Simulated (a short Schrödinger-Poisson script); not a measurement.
System: gated Al0.33Ga0.67N/GaN polarisation-induced gas, at 20 K.

```
layer       material  thickness (nm)  Na (cm⁻³)
-----  -------------  --------------  ---------
1      Al0.33Ga0.67N              10          -
2                GaN            6000       6e14
```

The device is made up for the run: typed textbook-type constants, with dimensions and the other settings drawn at random. Al0.33Ga0.67N: permittivity 9.3, conduction-band edge (eV) 0.462, gap (eV) 4.09, electron mass (mₑ) 0.24, Nv at 300 K (cm⁻³) 4.6e19. GaN: permittivity 9.5, conduction-band edge (eV) 0, gap (eV) 3.43, Nv at 300 K (cm⁻³) 4.6e19.

Channel valleys (confinement mass, in-plane density-of-states mass, number): Γ 0.2, 0.2, 1. At the gate the conduction-band edge of layer 1 lies 1.27 eV − eVg above the Fermi level of the channel; the field vanishes at the back. Sheet of polarisation charge: +1.6e13 e/cm² at 10 nm from the gate. The barrier under the gate holds no holes. Gaps are held at their typed values at every temperature. Mesh 0.08 nm at interfaces.

Solved with a short Schrödinger-Poisson script written for these runs: 1D Poisson equation in equilibrium, electrons quantum, Hartree plus LDA exchange-correlation (BenDaniel-Duke, 40 states a valley, the channel's in-plane mass for all, wave functions free to enter the barrier), parabolic valleys, classical holes, full ionisation, no traps, pinning or gate leakage.

Only gate voltages with over 1e8 electrons/cm² are shown.

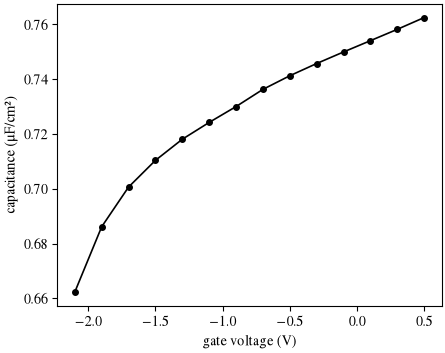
Quasi-static capacitance against gate voltage

| Vg (V) | electrons (cm⁻²) | in the channel layer | C (μF/cm²) | Γ E0 (meV) | Γ E1 (meV) |
|---|---|---|---|---|---|
| 0.5 | 1.25e13 | 1.15e13 | 0.763 | -139.0 | -10.1 |
| 0.1 | 1.06e13 | 9.90e12 | 0.754 | -120.0 | -6.5 |
| -0.3 | 8.70e12 | 8.26e12 | 0.746 | -100.7 | -3.1 |
| -0.7 | 6.85e12 | 6.59e12 | 0.736 | -81.1 | 0.9 |
| -1.1 | 5.02e12 | 4.89e12 | 0.724 | -60.1 | 10.4 |
| -1.5 | 3.23e12 | 3.18e12 | 0.710 | -38.7 | 19.9 |
| -1.9 | 1.48e12 | 1.47e12 | 0.686 | -17.8 | 26.0 |

Subbands count from the Fermi level.
